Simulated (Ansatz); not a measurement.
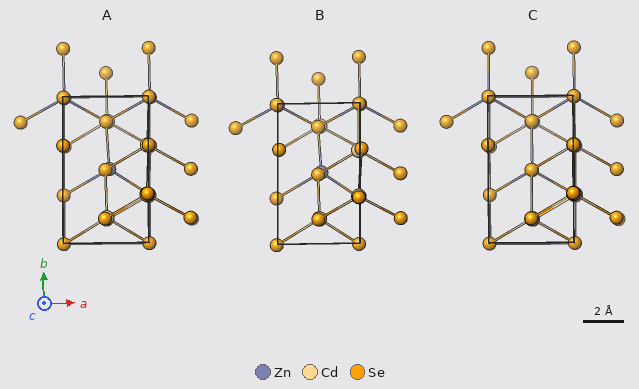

3 geometries from one relaxation of a crystal of ZnCd2Se3 (a generated structure, set up in P1) (coarse preliminary run), in shuffled order. A ball-and-stick model of the cell of the calculation, seen along the c axis.

Theory: DFT PBE, scalar-relativistic, plane waves, PAW (Ansatz). Settings: plane-wave cutoff 420 eV; k-point mesh 4 × 2 × 2; occupations gaussian; smearing width 0.1 eV; no spin polarisation; cell and atoms relaxed; force threshold 0.025 eV/Å; at most 60 steps.

**Put them in the order of the run, from the start to the converged end.**

B, A, C. They are steps 0, 1, 5, at +0.945 eV per cell of the calculation, +0.104 eV per cell of the calculation relative to the last. The energy falls by 0.945 eV per cell of the calculation in 4 accepted moves (5 points after the start). Largest force component: 1.2 eV/Å at the start, 0.017 eV/Å at the end. The pressure goes from 6.64 to 0.01 GPa. At 1 point the geometry stayed and the basis and grid were re-selected for the new cell (energy shift of 6.8 meV per cell of the calculation at most each time). The atom that moves furthest relative to the cell is a Zn atom (0.14 Å roughly along [−3 −1 0]). Largest moves by element: Zn 0.14 Å, Cd 0.12 Å, Se 0.10 Å. Cell: a 4.135 → 4.282 Å (+3.6 %), b 7.051 → 7.380 Å (+4.7 %), c 10.309 → 10.492 Å (+1.8 %), α 91.0° → 90.2°, β 88.9° → 89.9°, γ 89.2° → 90.1°. Volume +10.4 %. Some distances before and after: Cd–Se 2.391 → 2.649 Å, Se–Zn 2.357 → 2.573 Å, Se–Zn 2.382 → 2.573 Å, Cd–Se 2.485 → 2.651 Å. Bond angles that change, for instance: Se–Zn–Se 119.2° → 112.4°, Se–Zn–Se 101.2° → 106.1°, Zn–Se–Zn 107.3° → 112.3°. Within 0.06 Å the space group is P1 at the start and P3m1 at the end; at a tighter tolerance small leftover displacements or strains of the cell lower it. The run took 61 s on 4 threads of Arm Neoverse V2, on a shared host, peak memory 1.2 GiB.
